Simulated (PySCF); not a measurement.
```json
{"atom": "C", "x (Å)": "2.4040", "y (Å)": "-0.4902", "z (Å)": "-0.7103"}
{"atom": "O", "x (Å)": "1.5395", "y (Å)": "0.6181", "z (Å)": "-0.4869"}
{"atom": "C", "x (Å)": "0.3107", "y (Å)": "0.3699", "z (Å)": "-0.1053"}
{"atom": "O", "x (Å)": "-0.0299", "y (Å)": "-0.8314", "z (Å)": "0.0946"}
{"atom": "B", "x (Å)": "-1.5386", "y (Å)": "-1.1637", "z (Å)": "0.2714"}
{"atom": "O", "x (Å)": "-2.1469", "y (Å)": "-0.0081", "z (Å)": "1.0346"}
{"atom": "C", "x (Å)": "-1.7217", "y (Å)": "1.1755", "z (Å)": "0.8033"}
{"atom": "C", "x (Å)": "-0.5510", "y (Å)": "1.4645", "z (Å)": "0.1330"}
{"atom": "H", "x (Å)": "1.9809", "y (Å)": "-1.1656", "z (Å)": "-1.4670"}
{"atom": "H", "x (Å)": "2.5611", "y (Å)": "-1.0527", "z (Å)": "0.2206"}
{"atom": "H", "x (Å)": "3.3493", "y (Å)": "-0.0637", "z (Å)": "-1.0623"}
{"atom": "H", "x (Å)": "-1.6193", "y (Å)": "-2.1782", "z (Å)": "0.9278"}
{"atom": "H", "x (Å)": "-2.0301", "y (Å)": "-1.1921", "z (Å)": "-0.8493"}
{"atom": "H", "x (Å)": "-2.3412", "y (Å)": "1.9856", "z (Å)": "1.2146"}
{"atom": "H", "x (Å)": "-0.2080", "y (Å)": "2.4829", "z (Å)": "-0.0312"}
```

Geometry: PBE0-D3(BJ)/def2-SVP.

Theory: PBE0/pcSseg-1, SCF density, gas phase, non-relativistic (PySCF).

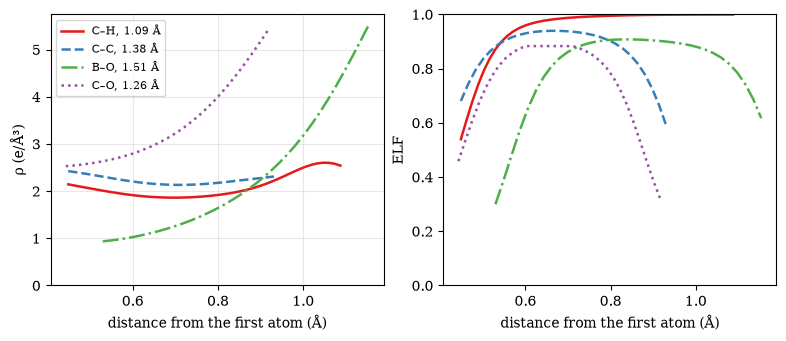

C4H7BO3. Total electron density and electron localisation function along straight lines between neighbouring atoms. The curves leave out the atomic cores.

What kind of bonding do the profiles show?

Answer. C–H (1.09 Å): ρ is about 2 e/Å³ halfway; the ELF climbs to about 1 towards the hydrogen, as it does in any bond to H (a covalent bond by its length).
C–C (1.38 Å): ρ at the midpoint is about 2.1 e/Å³; the ELF peaks at about 0.95 between the atoms; a covalent bond.
B–O (1.51 Å): ρ is about 1.5 e/Å³ halfway; the ELF peaks at about 0.90 between the atoms; a polar covalent bond.
C–O (1.26 Å): ρ at the midpoint is about 2.9 e/Å³; the ELF peaks at about 0.90 between the atoms: a short, strongly polar bond.
